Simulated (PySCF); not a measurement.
```xyz
20

C    -2.7161   -1.4919   -0.1937
C    -1.3247   -1.3905    0.4322
P    -1.0638    0.3379    1.0378
C    -0.7128    1.2120   -0.5399
C     0.7207    0.0332    1.7463
F     0.6435   -0.7929    2.7609
C     1.7095    0.6603    1.2531
O     2.3776    1.4644    0.5990
C     3.1944    1.0758   -0.5188
H    -2.7989   -0.8792   -1.0884
H    -3.4833   -1.1813    0.5129
H    -2.9152   -2.5233   -0.4726
H    -0.5572   -1.6737   -0.2937
H    -1.2634   -2.0636    1.2910
H    -0.2437    2.1757   -0.3520
H    -1.6770    1.4115   -1.0073
H    -0.1151    0.6162   -1.2280
H     4.2364    1.2319   -0.2323
H     2.9524    1.7514   -1.3401
H     3.0315    0.0366   -0.8032
```

Geometry: GFN2-xTB.

The calculation used PBE0/pcSseg-1, SCF density, gas phase, non-relativistic in PySCF 2.14.0.

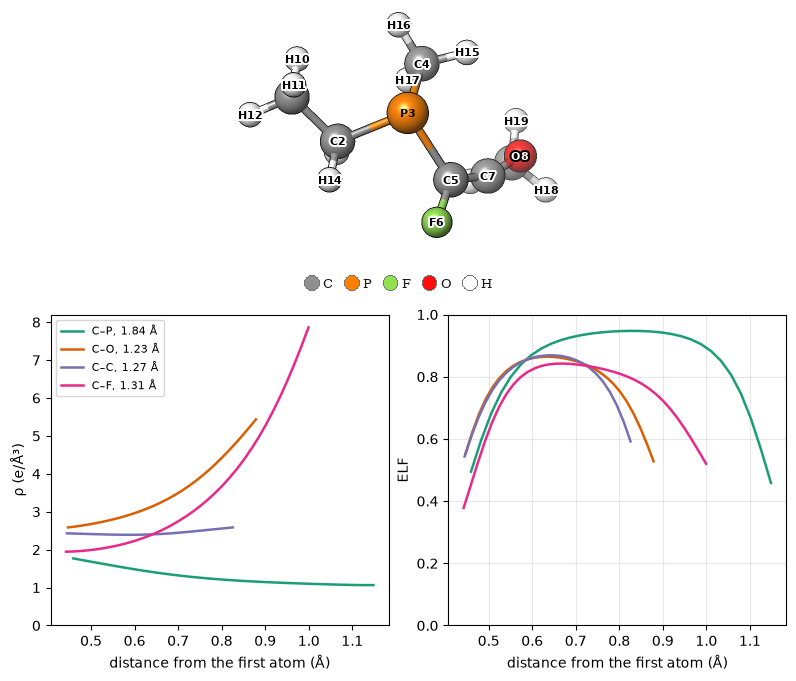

C₆H₁₁FOP (charge +1). Electron density and electron localisation function along straight lines between neighbouring atoms. The curves leave out the atomic cores. The structure is drawn too.

**What can be read from the curves?**

C–P (1.84 Å): ρ is about 1.1 e/Å³ halfway; the ELF peaks at about 0.95 between the atoms: localised, covalent bonding.
C–O (1.23 Å): ρ is about 3 e/Å³ halfway; the ELF peaks at about 0.85 between the atoms (a polar covalent bond).
C–C (1.27 Å): the density is about 2.4 e/Å³ at the midpoint; the ELF peaks at about 0.85 between the atoms (a short, multiple covalent bond).
C–F (1.31 Å): ρ at the midpoint is about 2.5 e/Å³; the ELF peaks at about 0.85 between the atoms: a polar covalent bond.
